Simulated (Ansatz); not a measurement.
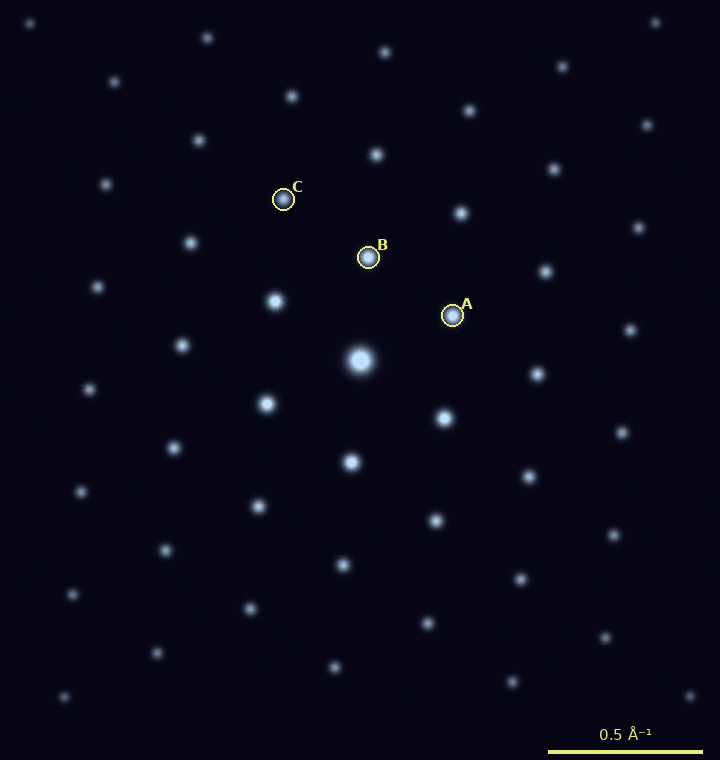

Kinematic zone-axis pattern, calculated for 300 keV electrons with B = 0.3 Å². The zone axis points towards the electron source and the pattern is seen from the source side.

Na, space group Im-3m (No. 229), a = 4.23 Å. Structure: the input geometry of an electronic-structure calculation (not necessarily at equilibrium).

```
Na
1.0
     4.23000    0.00000    0.00000
     0.00000    4.23000    0.00000
     0.00000    0.00000    4.23000
Na
2
Direct
  0.00000 0.00000 0.00000
  0.50000 0.50000 0.50000
```

Spot A is indexed -1 0 1 and spot B 0 -1 1.

Question: Index the other marked spot.

Answer: C = −A + 2B = 1 -2 1 (d = 1.727 Å).

Question: Which zone axis is this?

Answer: The cross product of A and B is parallel to [111]; every spot obeys hu + kv + lw = 0.

Question: What are the spacings of A and B and the angle between them?

Answer: d(A) = 2.991 Å, d(B) = 2.991 Å, and the angle is 60.0°.
